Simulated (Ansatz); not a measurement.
# BSiAsH5F: geometry relaxation

System: BSiAsH5F.
Method: RKS BHLYP/def2-SVP (Ansatz 0.2.0).

It belongs to a series of runs on one base structure; here: end point A relaxed.

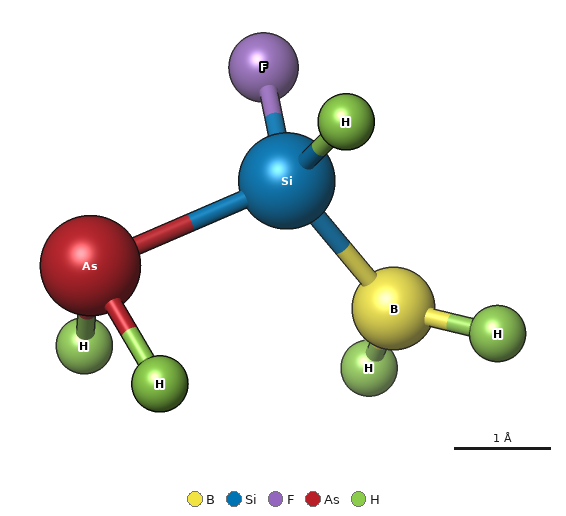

Fig. 1: The structure as given in the input (ball-and-stick view, seen at a tilt).

**Summary**

- outcome: converged
- total energy: −72179.5907 eV
- mean-field energy: −72179.5907 eV
- largest force (length of the vector) at the end: 0.019 eV/Å
- hardware: 2 threads of Intel Xeon (Sapphire Rapids), 16 GiB of memory available, shared host
- wall time: 37 s (CPU time 70 s)
- peak memory: 0.25 GiB

**Input**
```yaml
crystal:
  periodic: [false, false, false]
  atoms:
    - { symbol: B, position_ang: [-0.7131, 1.0252, 0.6664] }
    - { symbol: Si, position_ang: [0.735, 0.3671, -0.3564] }
    - { symbol: F, position_ang: [2.1296, 0.6103, 0.5019] }
    - { symbol: As, position_ang: [0.5034, -1.8897, -0.7277] }
    - { symbol: H, position_ang: [-1.4312, 1.9195, 0.1789] }
    - { symbol: H, position_ang: [-1.0093, 0.6465, 1.7211] }
    - { symbol: H, position_ang: [0.8558, 1.0709, -1.6421] }
    - { symbol: H, position_ang: [-1.0174, -1.6672, -1.1696] }
    - { symbol: H, position_ang: [0.0357, -2.1288, 0.8104] }
basis:
  gaussian: { orbitals: def2-SVP }
hamiltonian:
  xc: { name: BHLYP }
relax:
  f_tol: 0.02
  max_steps: 50
```

Run as:
```bash
ansatz run input.yaml --threads 2 --pin off --max-ram 3072MiB --backend cpu --events-out ev --progress --plain --runs-dir out
```

**Output**
```
The last accepted step is kept in [file] (removed where the run ends without a failure and the disk answers)
Engine: ansatz 0.2.0, x86_64-unknown-linux-gnu
Functional definition: BHLYP
  parameter a = 0.5
  exchange = (1 - a)*b88_x + a*exact_x
  correlation = lyp_c
1076 factors; integrals over basis functions are off by at most 3.3e-4 eV
mean field evaluation 1: about -72177.3314 eV, gradient 2.9e1 eV
mean field evaluation 2: about -72177.4696 eV, gradient 3.2e1 eV
mean field evaluation 4: about -72179.0772 eV, gradient 8.4e-1 eV
mean field evaluation 8: about -72179.1009 eV, gradient 2.7e-2 eV
mean field evaluation 16: about -72179.1009 eV, gradient 4.0e-5 eV
mean field -72179.10086436 eV, -2652.5330320135 hartree, gradient 4.0e-5 eV, S^2 0.000000; 0 other end points of the search recorded, 0 dependent functions left out
the calculation of the forces begins
reference -72179.10103453 eV, -2652.5330382673 hartree; 33, 33 occupied and 70, 70 virtual orbitals, 1076 factors
relax step   1: F+E_penalty+E_count = -72179.10086436 eV  Δ(F+E_penalty+E_count) = +0.000e0 eV  max|allowed force component| = 2.142e0 eV/Å  Δτ_max = 0.0000 Å  (27 SCF iters, accepted)
these checks for a lower state are left out or cut short: starts, cluster_reference, orbital_swaps, neighbouring_geometries, increment
1076 factors; integrals over basis functions are off by at most 3.7e-4 eV
mean field -72179.46576205 eV, -2652.5464417561 hartree, gradient 1.8e-5 eV, S^2 0.000000; 0 other end points of the search recorded, 0 dependent functions left out
[... from here on the field's lines of each further geometry are left out, up to the last ...]
relax step   2: F+E_penalty+E_count = -72179.46576205 eV  Δ(F+E_penalty+E_count) = -3.649e-1 eV  max|allowed force component| = 1.366e0 eV/Å  Δτ_max = 0.1721 Å  (30 SCF iters, accepted)
relax step   3: F+E_penalty+E_count = -72179.49593502 eV  Δ(F+E_penalty+E_count) = -3.017e-2 eV  max|allowed force component| = 4.773e-1 eV/Å  Δτ_max = 0.1196 Å  (32 SCF iters, accepted)
relax step   4: F+E_penalty+E_count = -72179.53811108 eV  Δ(F+E_penalty+E_count) = -4.218e-2 eV  max|allowed force component| = 4.550e-1 eV/Å  Δτ_max = 0.1247 Å  (32 SCF iters, accepted)
relax step   5: F+E_penalty+E_count = -72179.57116374 eV  Δ(F+E_penalty+E_count) = -3.305e-2 eV  max|allowed force component| = 2.236e-1 eV/Å  Δτ_max = 0.2000 Å  (29 SCF iters, accepted)
relax step   6: F+E_penalty+E_count = -72179.58110950 eV  Δ(F+E_penalty+E_count) = -9.946e-3 eV  max|allowed force component| = 9.826e-2 eV/Å  Δτ_max = 0.1636 Å  (29 SCF iters, accepted)
relax step   7: F+E_penalty+E_count = -72179.58502063 eV  Δ(F+E_penalty+E_count) = -3.911e-3 eV  max|allowed force component| = 4.180e-2 eV/Å  Δτ_max = 0.0560 Å  (32 SCF iters, accepted)
relax step   8: F+E_penalty+E_count = -72179.58692382 eV  Δ(F+E_penalty+E_count) = -1.903e-3 eV  max|allowed force component| = 8.404e-2 eV/Å  Δτ_max = 0.0652 Å  (32 SCF iters, accepted)
relax step   9: F+E_penalty+E_count = -72179.58787546 eV  Δ(F+E_penalty+E_count) = -9.516e-4 eV  max|allowed force component| = 6.417e-2 eV/Å  Δτ_max = 0.0248 Å  (32 SCF iters, accepted)
relax step  10: F+E_penalty+E_count = -72179.58968019 eV  Δ(F+E_penalty+E_count) = -1.805e-3 eV  max|allowed force component| = 4.325e-2 eV/Å  Δτ_max = 0.0743 Å  (32 SCF iters, accepted)
relax step  11: F+E_penalty+E_count = -72179.59008634 eV  Δ(F+E_penalty+E_count) = -4.062e-4 eV  max|allowed force component| = 6.312e-2 eV/Å  Δτ_max = 0.0476 Å  (32 SCF iters, accepted)
relax step  12: F+E_penalty+E_count = -72179.59021094 eV  Δ(F+E_penalty+E_count) = -1.246e-4 eV  max|allowed force component| = 4.640e-2 eV/Å  Δτ_max = 0.0156 Å  (25 SCF iters, accepted)
relax step  13: F+E_penalty+E_count = -72179.59049055 eV  Δ(F+E_penalty+E_count) = -2.796e-4 eV  max|allowed force component| = 3.002e-2 eV/Å  Δτ_max = 0.0094 Å  (26 SCF iters, accepted)
relax step  14: F+E_penalty+E_count = -72179.59047672 eV  Δ(F+E_penalty+E_count) = +1.382e-5 eV  max|allowed force component| = 2.241e-2 eV/Å  Δτ_max = 0.0076 Å  (25 SCF iters, rejected (line search))
the calculation of the forces begins
reference -72179.59074322 eV, -2652.5510347295 hartree; 33, 33 occupied and 70, 70 virtual orbitals, 1076 factors
relax step  15: F+E_penalty+E_count = -72179.59057398 eV  Δ(F+E_penalty+E_count) = -8.343e-5 eV  max|allowed force component| = 1.747e-2 eV/Å  Δτ_max = 0.0036 Å  (25 SCF iters, accepted)
1076 factors; integrals over basis functions are off by at most 4.7e-4 eV
mean field evaluation 128: about -72179.5906 eV, gradient 3.0e-5 eV
```

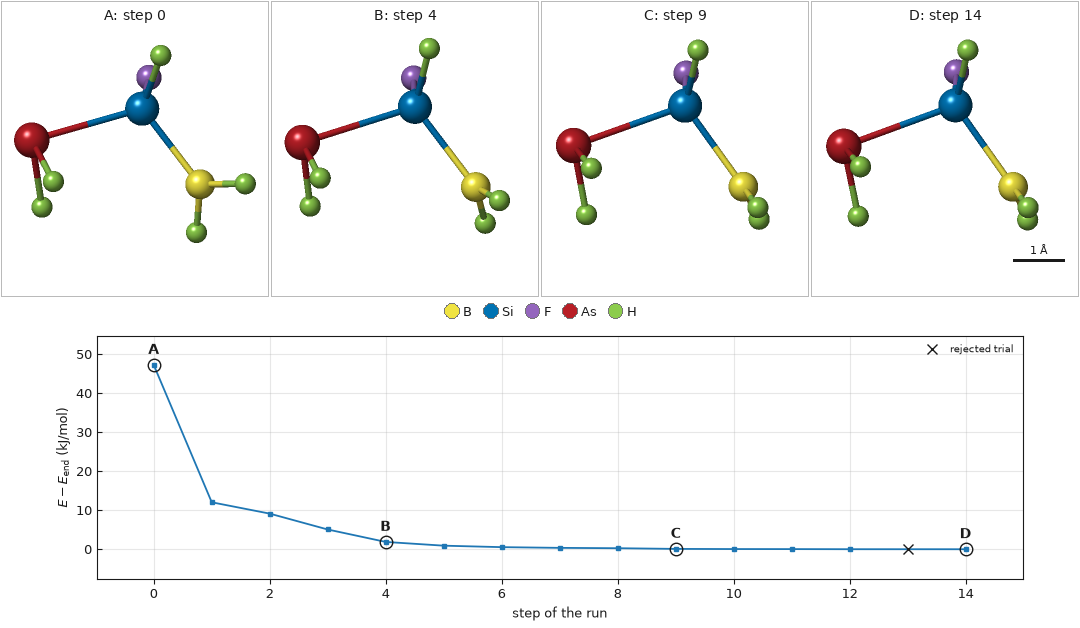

Fig. 2: Frames of the relaxation (ball-and-stick view, seen at a tilt) above the curves, on which the letters mark them (the first geometry is step 0 here and step 1 in the log).

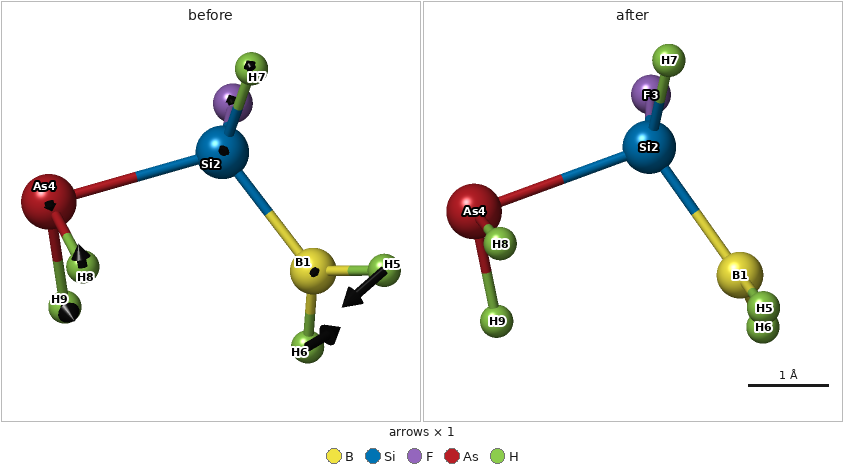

Fig. 3: Before (left) and after (right) the relaxation, at one scale (ball-and-stick view, seen at a tilt). The black arrows give the displacements, at true length. After 14 geometry steps the energy has fallen by 47.2 kJ/mol. Largest force component: 2.1 eV/Å at the start, 0.017 eV/Å at the end. The line search rejected the trial step at point 13 (counted from 0) and went back. The atom that moves furthest after the best rigid fit is H5 (0.74 Å). By element the largest moves are H 0.74 Å, As 0.13 Å, F 0.12 Å, Si 0.11 Å, B 0.09 Å. Among the contacts that change: As4–H9 1.625 → 1.518 Å, B1–Si2 1.891 → 1.984 Å, Si2–As4 2.299 → 2.384 Å, As4–H8 1.599 → 1.517 Å. Among the angles that change: B1–Si2–As4 110.6° → 104.2°, B1–Si2–H7 111.7° → 117.1°, B1–Si2–F3 108.3° → 113.3°. (Atoms are counted from 1 in the order of the input.)

```
mean field -72179.59057398 eV, -2652.5510285100 hartree, gradient 1.1e-5 eV, S^2 0.000000; 1 other end points of the search recorded, 0 dependent functions left out
the calculation of the forces begins
reference -72179.59074322 eV, -2652.5510347295 hartree; 33, 33 occupied and 70, 70 virtual orbitals, 1076 factors
Total energy: -72179.59074322 eV, -2652.5510347295 hartree
Atom 0 at    -0.733299     1.065235     0.745485 Å, force    -0.001420    -0.002650     0.003978 eV/Å
Atom 1 at     0.817315     0.442540    -0.324139 Å, force     0.012142     0.002194     0.003648 eV/Å
Atom 2 at     2.235279     0.591116     0.455105 Å, force    -0.010792    -0.002342    -0.006453 eV/Å
Atom 3 at     0.421427    -1.889123    -0.622598 Å, force    -0.017475     0.001324     0.007697 eV/Å
Atom 4 at    -1.779026     1.276103     0.200239 Å, force    -0.000532     0.000510    -0.001284 eV/Å
Atom 5 at    -0.690791     1.105647     1.941015 Å, force     0.001774     0.002324    -0.000065 eV/Å
Atom 6 at     0.995609     1.042042    -1.663864 Å, force    -0.001152     0.000854     0.000523 eV/Å
Atom 7 at    -0.837529    -1.630750    -1.428730 Å, force     0.012583    -0.003865     0.005851 eV/Å
Atom 8 at    -0.340485    -2.049011     0.680387 Å, force     0.004872     0.001650    -0.013894 eV/Å
Dipole moment:    -0.341272     0.057474    -0.096151 e Å
```

**Trajectory as extended XYZ (Å, eV, eV/Å), 15 frames, from step=1 to step=15**
```
9
Properties=species:S:1:pos:R:3:forces:R:3 step=1 energy=-72179.10086
B    -0.7131    1.0252    0.6664   -2.0047   1.9699  -0.1494
Si    0.7350    0.3671   -0.3564    2.1424   0.3622  -0.2337
F     2.1296    0.6103    0.5019   -0.5882  -0.1939  -0.5151
As    0.5034   -1.8897   -0.7277   -1.7773  -0.9966   1.0438
H    -1.4312    1.9195    0.1789    0.4277  -0.8130   0.3817
H    -1.0093    0.6465    1.7211   -0.1409  -0.3531   0.9440
H     0.8558    1.0709   -1.6421    0.2363  -0.0103  -0.1998
H    -1.0174   -1.6672   -1.1696    1.1773  -0.1603   0.2401
H     0.0357   -2.1288    0.8104    0.5274   0.1950  -1.5116
9
Properties=species:S:1:pos:R:3:forces:R:3 step=2 energy=-72179.46576
B    -0.7599    1.1371    0.7148   -0.9626   0.5714  -0.1501
Si    0.7171    0.3948   -0.3426    1.3662  -0.2319  -0.1271
F     2.1358    0.5327    0.4851   -0.5311   0.0078  -0.2699
As    0.4742   -1.9333   -0.7279   -0.0234   0.2025  -0.1672
H    -1.5469    1.9111    0.1974    0.2589  -0.3284   0.1947
H    -1.0055    0.7855    1.8225    0.1244  -0.0278   0.2483
H     0.9339    1.0256   -1.6675   -0.0255   0.0393   0.0925
H    -0.9516   -1.7222   -1.2076   -0.0457  -0.1340   0.0521
H     0.0913   -2.1775    0.7087   -0.1612  -0.0990   0.1268
9
Properties=species:S:1:pos:R:3:forces:R:3 step=3 energy=-72179.49593
B    -0.7775    1.1137    0.6952    0.0764   0.2560   0.2151
Si    0.7862    0.4115   -0.3487    0.0860   0.2864   0.2872
F     2.1684    0.6285    0.5137   -0.4773  -0.3016  -0.3324
As    0.4226   -1.9188   -0.7310    0.4189  -0.0967  -0.2544
H    -1.6103    1.8171    0.1823   -0.0036  -0.2461   0.0183
H    -0.9091    0.8418    1.8653    0.0461   0.0109  -0.2766
H     1.0082    1.0685   -1.6607    0.0236  -0.1037   0.0727
H    -1.0030   -1.7925   -1.2085   -0.1030   0.2049  -0.0705
H     0.0030   -2.2160    0.6753   -0.0671  -0.0101   0.3405
9
Properties=species:S:1:pos:R:3:forces:R:3 step=4 energy=-72179.53811
B    -0.7670    1.1491    0.7032   -0.2392  -0.1463  -0.0686
Si    0.7793    0.4255   -0.3522    0.3248   0.2010   0.3909
F     2.1738    0.5385    0.5101   -0.4550  -0.0861  -0.3120
As    0.4339   -1.9013   -0.7322    0.0195  -0.0268  -0.0593
H    -1.6865    1.7206    0.1615    0.2299  -0.1440   0.1248
H    -0.8781    0.8773    1.8715    0.0928   0.1473  -0.1432
H     1.0250    1.0799   -1.6581    0.0203  -0.0467   0.0353
H    -0.9965   -1.7448   -1.2088    0.0009   0.0704  -0.0462
H     0.0047   -2.1911    0.6879    0.0059   0.0312   0.0784
9
Properties=species:S:1:pos:R:3:forces:R:3 step=5 energy=-72179.57116
B    -0.7807    1.1175    0.7162    0.2236  -0.0024  -0.1801
Si    0.7810    0.4261   -0.3301   -0.1471   0.0250  -0.0412
F     2.1635    0.5034    0.5156    0.0911   0.0016   0.0848
As    0.4262   -1.8918   -0.7471   -0.0278  -0.0097   0.0669
H    -1.7479    1.5327    0.1405   -0.0192  -0.0778   0.0906
H    -0.7733    1.0431    1.9103   -0.0809   0.0209   0.0067
H     1.0460    1.0782   -1.6306   -0.0355   0.0407  -0.0042
H    -0.9870   -1.7043   -1.2648    0.0052   0.0403  -0.0114
H    -0.0392   -2.1510    0.6727   -0.0094  -0.0385  -0.0120
9
Properties=species:S:1:pos:R:3:forces:R:3 step=6 energy=-72179.58111
B    -0.7569    1.1098    0.7245    0.0653  -0.0148  -0.0255
Si    0.7922    0.4208   -0.3257   -0.0451   0.0083   0.0983
F     2.1851    0.4797    0.5102    0.0152   0.0170  -0.0028
As    0.4209   -1.9024   -0.7329    0.0041   0.0589  -0.0232
H    -1.7755    1.3717    0.1503   -0.0199  -0.0158   0.0174
H    -0.7309    1.1881    1.9196   -0.0115  -0.0157  -0.0278
H     1.0272    1.1255   -1.6048    0.0009  -0.0600  -0.0437
H    -0.9603   -1.6891   -1.3224    0.0089   0.0222   0.0101
H    -0.1133   -2.1502    0.6641   -0.0179   0.0000  -0.0028
9
Properties=species:S:1:pos:R:3:forces:R:3 step=7 energy=-72179.58502
B    -0.7530    1.1039    0.7329    0.0313  -0.0155  -0.0418
Si    0.7941    0.4222   -0.3204    0.0150   0.0216   0.0101
F     2.1905    0.5065    0.5080   -0.0012   0.0087  -0.0082
As    0.4258   -1.8977   -0.7182   -0.0218   0.0157   0.0360
H    -1.7863    1.3395    0.1740   -0.0062  -0.0064   0.0044
H    -0.7121    1.1913    1.9255   -0.0061  -0.0108   0.0081
H     1.0242    1.0858   -1.6225   -0.0137  -0.0033  -0.0066
H    -0.9317   -1.6731   -1.3574    0.0170   0.0245   0.0089
H    -0.1630   -2.1247    0.6610   -0.0143  -0.0346  -0.0109
9
Properties=species:S:1:pos:R:3:forces:R:3 step=8 energy=-72179.58692
B    -0.7491    1.0950    0.7367    0.0004   0.0159  -0.0131
Si    0.8007    0.4250   -0.3164    0.0408   0.0387   0.0065
F     2.2006    0.5485    0.5009   -0.0099   0.0022  -0.0183
As    0.4293   -1.8942   -0.6923   -0.0840  -0.0420   0.0383
H    -1.7976    1.2998    0.1916    0.0316  -0.0111   0.0116
H    -0.6908    1.1997    1.9285   -0.0148  -0.0171  -0.0176
H     1.0183    1.0481   -1.6426   -0.0277   0.0009   0.0386
H    -0.8978   -1.6246   -1.3798    0.0362  -0.0190   0.0010
H    -0.2252   -2.1436    0.6564    0.0273   0.0313  -0.0472
9
Properties=species:S:1:pos:R:3:forces:R:3 step=9 energy=-72179.58787
B    -0.7457    1.0882    0.7363   -0.0166   0.0164  -0.0212
Si    0.8038    0.4285   -0.3178    0.0415   0.0364   0.0106
F     2.2055    0.5549    0.4952    0.0028   0.0040  -0.0163
As    0.4269   -1.8906   -0.6807   -0.0642  -0.0577   0.0188
H    -1.7937    1.2910    0.1897    0.0263  -0.0064   0.0177
H    -0.6891    1.1818    1.9282   -0.0199  -0.0099   0.0054
H     1.0144    1.0475   -1.6455   -0.0148   0.0077   0.0163
H    -0.8910   -1.6209   -1.3841    0.0253  -0.0157  -0.0051
H    -0.2427   -2.1267    0.6616    0.0195   0.0251  -0.0262
9
Properties=species:S:1:pos:R:3:forces:R:3 step=10 energy=-72179.58968
B    -0.7365    1.0714    0.7396   -0.0387   0.0122  -0.0023
Si    0.8135    0.4354   -0.3206    0.0433   0.0312   0.0044
F     2.2239    0.5745    0.4754   -0.0161  -0.0077  -0.0271
As    0.4200   -1.8877   -0.6499   -0.0345  -0.0407   0.0156
H    -1.7832    1.2736    0.1914    0.0129   0.0003   0.0074
H    -0.6909    1.1374    1.9331   -0.0071  -0.0022   0.0204
H     1.0019    1.0457   -1.6536    0.0094   0.0124  -0.0095
H    -0.8672   -1.6221   -1.4104    0.0309  -0.0070   0.0271
H    -0.2930   -2.0744    0.6778    0.0000   0.0015  -0.0362
9
Properties=species:S:1:pos:R:3:forces:R:3 step=11 energy=-72179.59009
B    -0.7321    1.0641    0.7411   -0.0177  -0.0242   0.0076
Si    0.8180    0.4444   -0.3269    0.0437  -0.0020   0.0403
F     2.2350    0.5832    0.4564   -0.0102   0.0116  -0.0188
As    0.4214   -1.8853   -0.6244   -0.0631  -0.0073   0.0024
H    -1.7737    1.2783    0.1910   -0.0220   0.0131  -0.0070
H    -0.6986    1.0905    1.9366    0.0082   0.0140   0.0161
H     0.9959    1.0486   -1.6630    0.0138   0.0073  -0.0235
H    -0.8486   -1.6253   -1.4142    0.0285  -0.0137   0.0024
H    -0.3287   -2.0446    0.6863    0.0187   0.0012  -0.0194
9
Properties=species:S:1:pos:R:3:forces:R:3 step=12 energy=-72179.59021
B    -0.7326    1.0587    0.7446    0.0189   0.0455   0.0048
Si    0.8205    0.4457   -0.3253   -0.0016  -0.0001   0.0259
F     2.2388    0.5931    0.4543   -0.0238  -0.0071  -0.0207
As    0.4201   -1.8850   -0.6209   -0.0464  -0.0301   0.0122
H    -1.7742    1.2782    0.1962   -0.0188  -0.0138  -0.0064
H    -0.6944    1.0960    1.9402    0.0017  -0.0137   0.0034
H     0.9959    1.0461   -1.6644    0.0074   0.0036  -0.0041
H    -0.8431   -1.6352   -1.4250    0.0383   0.0084   0.0096
H    -0.3425   -2.0439    0.6831    0.0242   0.0073  -0.0246
9
Properties=species:S:1:pos:R:3:forces:R:3 step=13 energy=-72179.59049
B    -0.7339    1.0631    0.7454    0.0038   0.0162   0.0040
Si    0.8176    0.4423   -0.3238    0.0225  -0.0059   0.0009
F     2.2360    0.5900    0.4553   -0.0205   0.0002  -0.0115
As    0.4214   -1.8889   -0.6237   -0.0300   0.0040   0.0147
H    -1.7783    1.2763    0.1989   -0.0039  -0.0055  -0.0017
H    -0.6924    1.1052    1.9409    0.0015  -0.0040   0.0007
H     0.9949    1.0411   -1.6640    0.0006   0.0049   0.0050
H    -0.8389   -1.6281   -1.4281    0.0194  -0.0079   0.0141
H    -0.3378   -2.0471    0.6819    0.0068  -0.0019  -0.0262
9
Properties=species:S:1:pos:R:3:forces:R:3 step=14 energy=-72179.59048 accepted=F
B    -0.7330    1.0639    0.7452   -0.0134   0.0104   0.0086
Si    0.8161    0.4412   -0.3254    0.0180  -0.0015   0.0105
F     2.2321    0.5965    0.4555    0.0036  -0.0125   0.0003
As    0.4214   -1.8916   -0.6216   -0.0212   0.0119   0.0093
H    -1.7791    1.2794    0.2028   -0.0038  -0.0036  -0.0021
H    -0.6877    1.1037    1.9408    0.0017  -0.0011  -0.0022
H     0.9972    1.0405   -1.6641   -0.0085   0.0019  -0.0143
H    -0.8355   -1.6310   -1.4311    0.0172  -0.0081   0.0122
H    -0.3431   -2.0489    0.6807    0.0063   0.0026  -0.0224
9
Properties=species:S:1:pos:R:3:forces:R:3 step=15 energy=-72179.59057
B    -0.7333    1.0652    0.7455   -0.0014  -0.0027   0.0040
Si    0.8173    0.4425   -0.3241    0.0121   0.0022   0.0036
F     2.2353    0.5911    0.4551   -0.0108  -0.0023  -0.0065
As    0.4214   -1.8891   -0.6226   -0.0175   0.0013   0.0077
H    -1.7790    1.2761    0.2002   -0.0005   0.0005  -0.0013
H    -0.6908    1.1056    1.9410    0.0018   0.0023  -0.0001
H     0.9956    1.0420   -1.6639   -0.0012   0.0009   0.0005
H    -0.8375   -1.6307   -1.4287    0.0126  -0.0039   0.0059
H    -0.3405   -2.0490    0.6804    0.0049   0.0016  -0.0139
```
